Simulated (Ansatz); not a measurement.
Cl2FGaH2···HF

Input

```
crystal:
  periodic: [false, false, false]
  atoms:
    - { symbol: Ga, position_ang: [-0.672929, -1.064247, 0.555609] }
    - { symbol: H, position_ang: [-1.486861, 0.159688, 0.082041] }
    - { symbol: Cl, position_ang: [-1.060034, -3.006343, -0.267331] }
    - { symbol: Cl, position_ang: [0.752654, -0.898005, 2.154847] }
    - { symbol: H, position_ang: [1.393167, 0.820412, -1.204496] }
    - { symbol: F, position_ang: [1.248634, 0.003445, -1.599589] }
    - { symbol: H, position_ang: [-0.508305, 1.8091, 0.159619] }
    - { symbol: F, position_ang: [0.333474, 2.175749, 0.119198] }
basis:
  gaussian: { orbitals: def2-SVP }
hamiltonian:
  xc: pbe
relax:
  f_tol: 0.03
  max_steps: 50
output:
  orbitals: {}
```

Command:

```sh
ansatz run input.yaml --threads 2 --pin off --max-ram 3072MiB --backend cpu --events-out ev --progress --plain --runs-dir out
```

The fields are those of the run's last geometry, not of the input's.

Method: RKS PBE/def2-SVP (Ansatz).

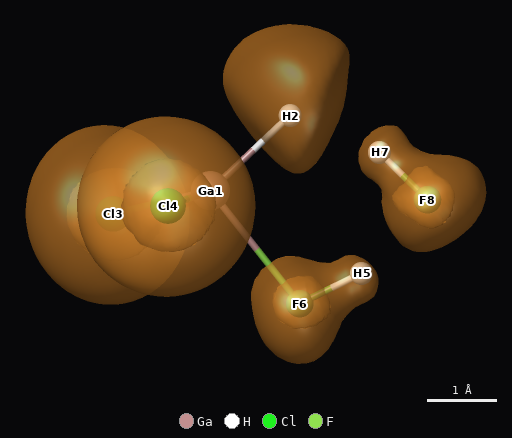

Figure 1. Isosurface of the ELF at 0.75 (orange), seen from one side. Only the valence region is drawn (cores and ρ < 0.01 e/Å³ removed).

**Identify the bonds, lone pairs and shells in this picture.**

The ELF exceeds this value in one region around a hydrogen nucleus, two regions wrapped around Cl (the valence shell of each) and two joined regions spread over several atoms (F, H), in which their bonds and any lone pairs are merged. Profiles from the grid: F8···H5 (1.44 Å): the ELF dips to about 0.30 between them. Ga–F (2.10 Å): the ELF peaks at about 0.85 in the valence shell of F, 0.6 Å from its nucleus, and is about 0.15 at the midpoint.

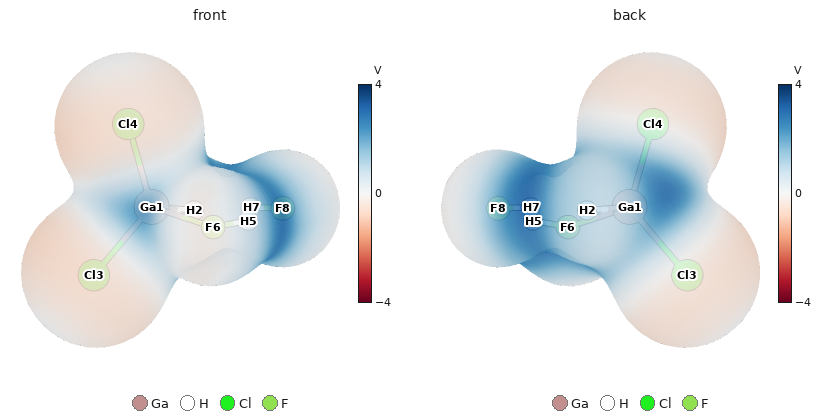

Figure 2. The molecular electrostatic potential painted on the density surface at 0.004 e/bohr³, seen from the front and from behind; red is negative and blue positive.

**Where is the surface potential most negative and most positive?**

The most negative region (about −0.7 V) lies over Cl3 and Cl4, the most positive (about +3.0 V) over Ga1 and H7.

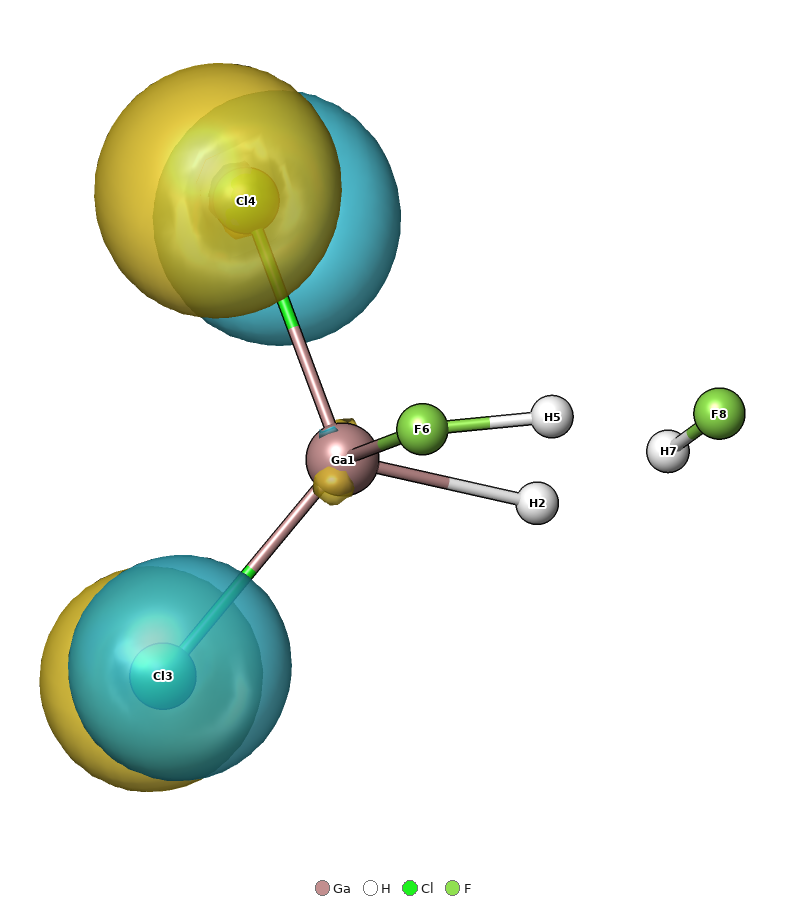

Figure 3. The HOMO−1 at ±0.15 Å⁻³ᐟ² (yellow and cyan are the two phases), seen at a tilt.

**Where does this orbital lie, and at what energy?**

Its weight (Hirshfeld) is mainly on Cl4 (about 60 %) and Cl3 (about 35 %). Its energy is −7.53 eV.
